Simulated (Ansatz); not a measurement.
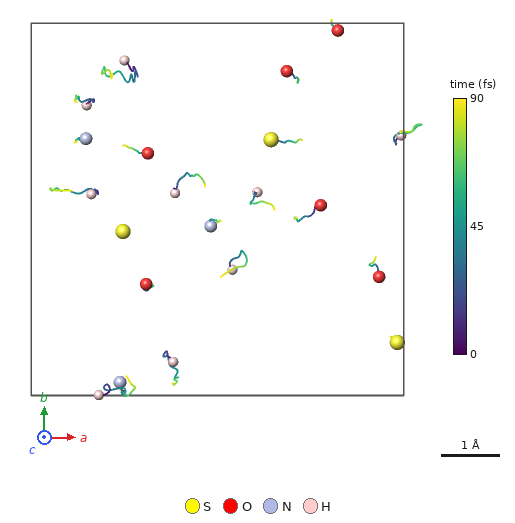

First-principles dynamics of a periodic cell with 3 SO2 + 3 NH3 at 1.49 g/cm³, 90 fs long. It starts from the last geometry of an earlier run, with fresh velocities. Lines trace each atom's path, coloured by time; spheres stand at the starting positions. Seen along the c axis in the simulation cell.

Method: DFT r2SCAN-D3(BJ), scalar-relativistic, plane waves, PAW (Ansatz 0.2.0). Settings: plane-wave cutoff 500 eV; k-point mesh 1 × 1 × 1; Fermi-Dirac smearing 0.05 eV; low-accuracy preset; Langevin thermostat (NVT); set temperature 350 K; time step 0.75 fs; H given the mass 2.014 u; friction 0.005 per fs.

The input:
```yaml
accuracy: low
crystal:
  lattice:
    - [6.472865, 0.0, 0.0]
    - [0.0, 6.472865, 0.0]
    - [0.0, 0.0, 6.472865]
  atoms:
    - { symbol: S, position: [0.24594284, 0.44038608, 0.06185976] }
    - { symbol: O, position: [0.3081658, 0.29922213, 0.22930324] }
    - { symbol: O, position: [0.31287831, 0.65030831, 0.10790741] }
    - { symbol: S, position: [0.98263021, 0.14237572, 0.62908212] }
    - { symbol: O, position: [0.93365532, 0.31846293, 0.75378124] }
    - { symbol: O, position: [0.82294588, -0.01987408, 0.64785493] }
    - { symbol: S, position: [0.64365038, 0.6869915, 0.27825426] }
    - { symbol: O, position: [0.68594319, 0.87097659, 0.15852506] }
    - { symbol: O, position: [0.77704897, 0.51080677, 0.22745742] }
    - { symbol: "N", position: [0.14653096, 0.68967076, 0.50086572] }
    - { symbol: H, position: [-0.00692228, 0.69801953, 0.5483575] }
    - { symbol: H, position: [0.14856697, 0.7791558, 0.36607118] }
    - { symbol: H, position: [0.16109942, 0.54047916, 0.43737393] }
    - { symbol: "N", position: [0.48157912, 0.45502291, 0.77336002] }
    - { symbol: H, position: [0.6069256, 0.54586034, 0.81873506] }
    - { symbol: H, position: [0.53998669, 0.33752908, 0.68421043] }
    - { symbol: H, position: [0.38590075, 0.543343, 0.68058628] }
    - { symbol: "N", position: [0.23799752, 0.03561703, 0.85050177] }
    - { symbol: H, position: [0.38092205, 0.09024475, 0.8669404] }
    - { symbol: H, position: [0.18092237, 0.00102212, 0.99838149] }
    - { symbol: H, position: [0.24990279, -0.10018535, 0.79023485] }
basis:
  ecutwfc: 500.0
kpoints:
  mp_grid: { grid: [1, 1, 1] }
hamiltonian:
  xc: r2scan
  dispersion: d3bj
scf:
  occupations: { method: fermi_dirac, width: 0.05 }
  lower_state_search: "off"
md:
  timestep: 0.75
  n_steps: 120
  ensemble: nvt_langevin
  temperature: 350.0
  initial_velocities: maxwell_boltzmann
  seed: 366048
  friction: 0.005
  masses: [{ species: H, mass: 2.014 }]
```

Command:
```bash
ansatz run input.yaml --threads 1 --pin off --max-ram 3072MiB --backend cpu --events-out ev --progress --plain --runs-dir out
```

Q: What do the traces tell about the motion?

A: In the second half of the run the atoms are, in the root-mean-square, this far from where they began (common drift taken out): H 0.51 Å, O 0.39 Å, S 0.28 Å, N 0.21 Å. The heavy atoms stay within a fraction of a molecule's size of their starting places; so short a run doesn't tell a liquid from a solid.

Limits of the set-up: the program's low-accuracy preset was used; masses were changed (H 2.014 u), which shifts the vibrations; the periodic images lie only 6.5 Å apart, so the values are limited by the cell's size.
